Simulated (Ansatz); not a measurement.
Two G0W0 runs on Te2Pt (1T monolayer).

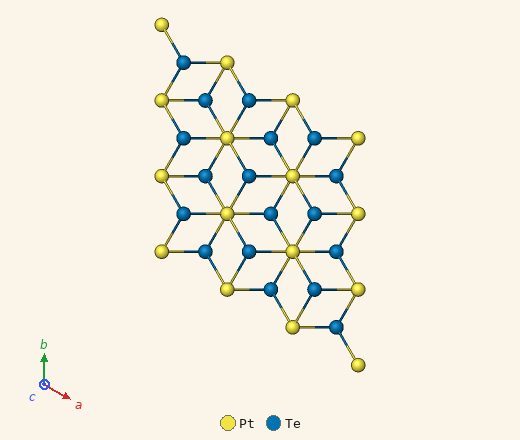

The structure (platinum yellow, tellurium blue). 3×3×1 cells are drawn. Some periodic images of atoms are drawn too.

The cell holds 3 atoms: 1 Pt and 2 Te. Cell: a = 3.930 Å, b = 3.930 Å, c = 28.800 Å, α = 90.0°, β = 90.0°, γ = 120.0°. Vacuum lies along c.

```
Pt Te
1.0
     3.92983    0.00000    0.00000
    -1.96491    3.40333    0.00000
     0.00000    0.00000   28.80000
Pt Te
1 2
Direct
  0.00000 0.00000 0.50000
  0.33333 0.66667 0.54836
  0.66667 0.33333 0.45164
```

The structure was relaxed with PBEsol-D3(BJ). The runs that relaxed it are not among those shown. Spin-orbit coupling is left out unless a run names it.

The first (Ansatz 0.2.0; start PBEsol, 6×6×1 mesh, 568 empty bands, screening to 75 eV, PAW set soft_1 files; 8 threads of Arm Neoverse V2, shared host) gave, on its mesh: starting gap 0.91 eV, G0W0 gap 1.48 eV, mean of 1 + 4πα/V (set by the cell height) 4.85, 2.1 min.

Q: The second changes empty bands from 568 to 229 and screening cutoff (eV) from 75.0 to 41. What does it give?

It gave: starting gap 0.91 eV, G0W0 gap 1.35 eV, mean of 1 + 4πα/V (set by the cell height) 4.92, 26 s. The G0W0 gap moves by −0.13 eV, +0.00 eV from the start and −0.13 eV from the correction. Σc changes by +0.36 eV at the valence top and +0.23 eV at the conduction bottom, and Σx − Vxc between them by +0.00 eV.

Limits: not at the basis limit; coarse mesh for a sheet; no spin polarisation; d states lean on the start; no spin-orbit coupling.

[Paths, hosts, dates, memory and timing lines, banners, echoed tables and standing remarks are left out of the program output.]

[Logs are printed without paths, hosts, clocks, repeated set-up lines and the standing remarks that a program may print on its own settings, such as how far it seeks lower states.]

[Runs of the session that timed out or met a known fault of the program may be left out.]

[Cells called generated may have been cut or substituted from an entry of the Crystallography Open Database or the Materials Project.]

[Hosts, paths, dates, database ids (printed as entryN), source tags and the programs' standing remarks are cut or masked in the printed files.]
